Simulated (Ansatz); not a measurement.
**C6H5Cl3Sn (SMILES [Cl][Sn]([Cl])([Cl])[c]1ccccc1): density, localisation and related maps**

Input file:

```
crystal:
  periodic: [false, false, false]
  atoms:
    - {symbol: Cl, position_ang: [-1.061120, -3.521207, -1.596830]}
    - {symbol: Sn, position_ang: [0.195613, -1.617874, -1.960582]}
    - {symbol: Cl, position_ang: [2.393581, -2.236554, -2.307696]}
    - {symbol: Cl, position_ang: [-0.540527, -0.748590, -3.968994]}
    - {symbol: C, position_ang: [0.034180, -0.287521, -0.339048]}
    - {symbol: C, position_ang: [1.090563, 0.565532, -0.039865]}
    - {symbol: C, position_ang: [0.975938, 1.447789, 1.024068]}
    - {symbol: C, position_ang: [-0.185271, 1.474675, 1.782265]}
    - {symbol: C, position_ang: [-1.235591, 0.619396, 1.483445]}
    - {symbol: C, position_ang: [-1.129661, -0.266124, 0.421312]}
    - {symbol: H, position_ang: [2.005027, 0.542755, -0.622798]}
    - {symbol: H, position_ang: [1.797659, 2.113281, 1.261698]}
    - {symbol: H, position_ang: [-0.270997, 2.164643, 2.613776]}
    - {symbol: H, position_ang: [-2.140411, 0.638157, 2.079702]}
    - {symbol: H, position_ang: [-1.950783, -0.939059, 0.198848]}
basis:
  gaussian: {orbitals: def2-TZVPP}
hamiltonian: {xc: pbe0, dispersion: d4}
output: {orbitals: {seedname: orbitals}}
```

Run with:

```sh
ansatz run in.yaml --threads 4 --pin off --events-out ev --progress --plain --max-ram 46080MiB --backend cuda --devices 0, --max-vram 37GiB
```

Geometry: PBE0-D4/def2-TZVP; core potentials replace the inner electrons of Sn.

Method: RKS PBE0-D4/def2-TZVPP (Ansatz).

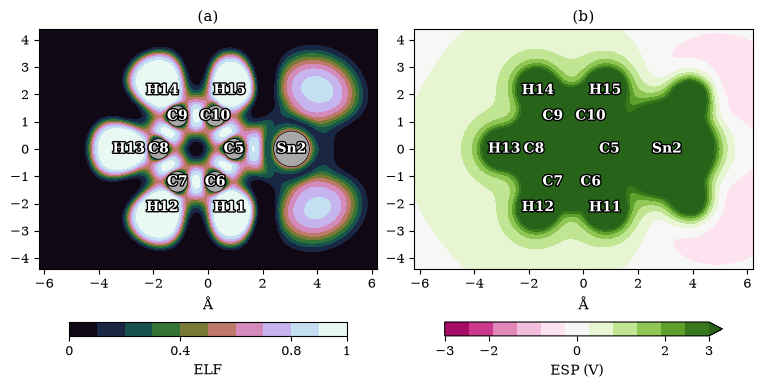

Figure 1. (a) ELF; (b) electrostatic potential on the plane of atoms C5, C10 and H15. Grey discs cover the atomic cores in the ELF map.

Question: Read the bonding off the picture.

Answer: The section cuts through Sn, C and H sites.
C–C (1.39 Å): the ELF peaks at about 0.95 between the atoms (localised, covalent bonding).
C–Sn (2.10 Å): the ELF peaks at about 0.90 in the valence shell of C, 0.7 Å from its nucleus, and drops to about 0.20 between the two atoms.
C–H (1.08 Å): the ELF climbs to about 1 towards the hydrogen, as it does in any bond to H (a covalent bond by its length).
The ELF also peaks beside Cl3 and Cl1, away from the bonds: lone-pair regions.
Outside the dense part of the molecule the potential is most negative (−0.6 V) near Cl3, which lies off the plane.

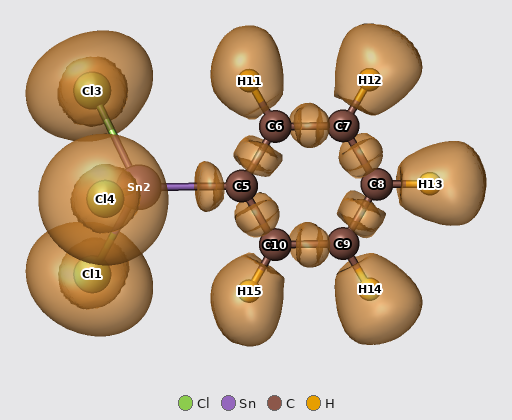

Figure 2. Isosurface of the ELF at 0.75 (orange), seen at a tilt. Only the valence region is drawn (cores and ρ < 0.01 e/Å³ removed).

Question: Identify the bonds, lone pairs and shells in this picture.

Answer: The ELF exceeds this value in six regions between bonded C–C atoms (shared pairs), five regions around hydrogen nuclei, one lobe of the valence shell of C pointing towards Sn (polar bonds) and three regions wrapped around Cl (the valence shell of each).

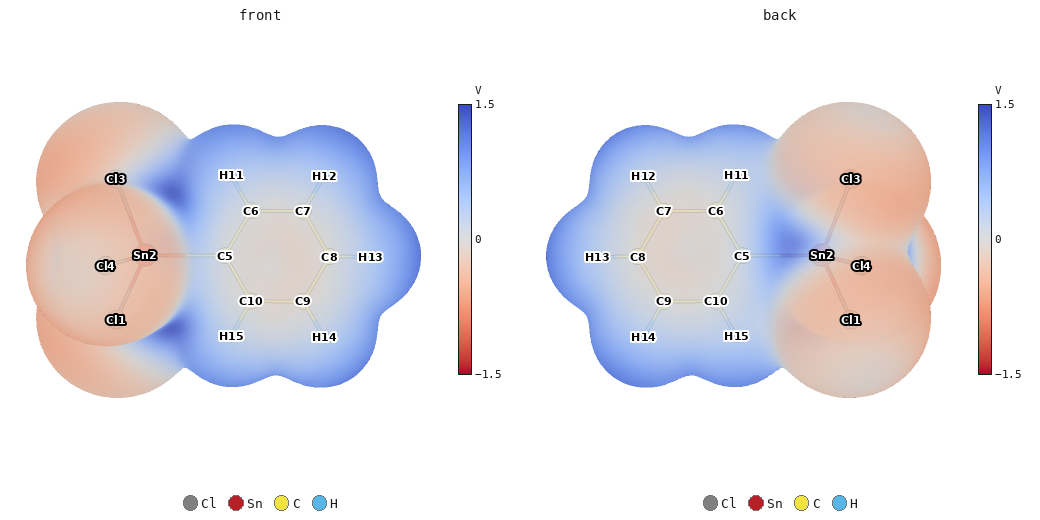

Figure 3. The molecular electrostatic potential painted on the density surface at 0.001 e/bohr³, seen from the front and from behind; the colour scale runs from red (negative) to blue (positive).

Question: Which sites attract a positive test charge, and which a negative one?

Answer: A positive charge is drawn to the negative regions and a negative charge to the positive ones. The most negative region (about −0.6 V) lies over Cl1, Cl3 and Cl4, the most positive (about +1.2 V) over Sn2.
